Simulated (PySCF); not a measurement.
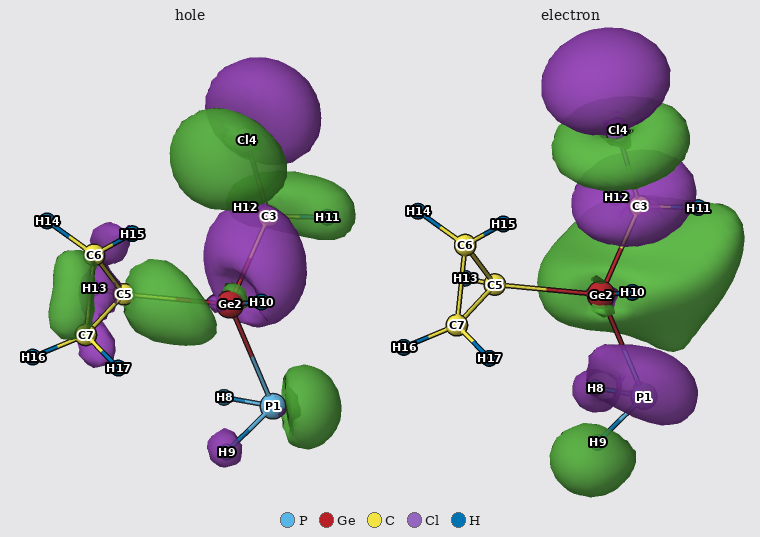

*C₄H₁₀ClGeP, SMILES `[PH2][GeH]([CH2]Cl)[CH]1CC1`. Leading natural transition orbital pair of S₂ (TDA singlet states); the surfaces enclose about 78 % of each orbital's density.*

Method: BHandHLYP/cc-pVDZ; geometry: GFN2-xTB; program: PySCF. No frequency check shows the geometry to be a minimum. GFN2-xTB bond lengths at metals and heavier atoms can be off by up to 0.1 Å and shapes distorted, which carries into these values. Without diffuse functions Rydberg states are missing, so the states' numbers hold for this basis only.

The calculation's input:

```python
import numpy as np
from pyscf import gto, scf, dft, tdscf
from pyscf.scf import atom_ks, atom_hf
from scipy.linalg import block_diag

def solve(mol, dm0=None, hcore=None):
    mf = (dft.UKS if mol.spin else dft.RKS)(mol, xc='bhandhlyp')
    mf.grids.level = 3
    mf = mf.density_fit(auxbasis='def2-universal-jkfit')
    mf.conv_tol, mf.max_cycle = 1e-8, 80
    if hcore is not None:
        mf.get_hcore = lambda *args: hcore
    mf.kernel(dm0)
    if not mf.converged:
        mf = mf.newton().run(mf.mo_coeff, mf.mo_occ, max_cycle=30)
    assert mf.converged, 'SCF not converged'
    return mf

mol = gto.M(atom='''
P      2.53400     1.04922    -0.05258
Ge     0.38924     0.19956     0.23180
C     -0.92266     1.56645    -0.40838
Cl    -2.54518     1.01251     0.04666
C     -0.02999    -1.53586    -0.61370
C     -1.04953    -2.43200     0.02361
C      0.39217    -2.80517     0.06691
H      2.51183     0.80474    -1.41906
H      3.12148    -0.17833     0.21188
H      0.10166     0.03454     1.71582
H     -0.77151     2.53946     0.05297
H     -0.91715     1.68885    -1.48922
H      0.00353    -1.54167    -1.69726
H     -1.71122    -2.98905    -0.62281
H     -1.51417    -2.10181     0.94108
H      0.73496    -3.62776    -0.54372
H      0.90305    -2.72622     1.01749
''', basis='cc-pvdz', charge=0, spin=0, verbose=4)
mf = solve(mol)
td = mf.TDA()
td.nstates, td.singlet, td.conv_tol = 5, True, 1e-5
td.kernel()
td.analyze()
x, y = np.array([p[0] for p in td.xy]), np.array([p[1] + 0 * p[0] for p in td.xy])
f, mu = td.oscillator_strength(), td.transition_dipole()
nto = [td.get_nto(state=i + 1, verbose=4) for i in range(len(td.e))]
# spherically averaged free atoms, for the promolecule
atm = atom_ks.get_atm_nrks(mol, xc='bhandhlyp')
pro = block_diag(*[(atm[a[0]][2] * atm[a[0]][3]) @ atm[a[0]][2].T for a in mol._atom])
np.savez('result.npz', e=td.e, f=f, ok=td.converged, w=[n[0] for n in nto], nto=[n[1] for n in nto], x=x, y=y, c=mf.mo_coeff, occ=mf.mo_occ, eps=mf.mo_energy, pro=pro, mu=mu)
```

Launched as:

```sh
OMP_NUM_THREADS=1 python input.py
```

The run took 13 min on 1 thread of AMD EPYC (Zen 3) (shared host), peak memory 0.99 GiB.

### Where does the state lie, and where do hole and electron sit?

7.22 eV (172 nm), f = 0.061; the leading pair carries 80 %; hole on Cl4 (39 %), P1 (16 %) and C3 (13 %), electron on Cl4 (29 %), C3 (22 %) and P1 (18 %) (shares are of the whole state, not of the leading pair alone); their centroids lie 0.5 Å apart. In canonical orbitals it is mainly HOMO−1 → LUMO (62 %). The HOMO–LUMO gap is 9.73 eV.
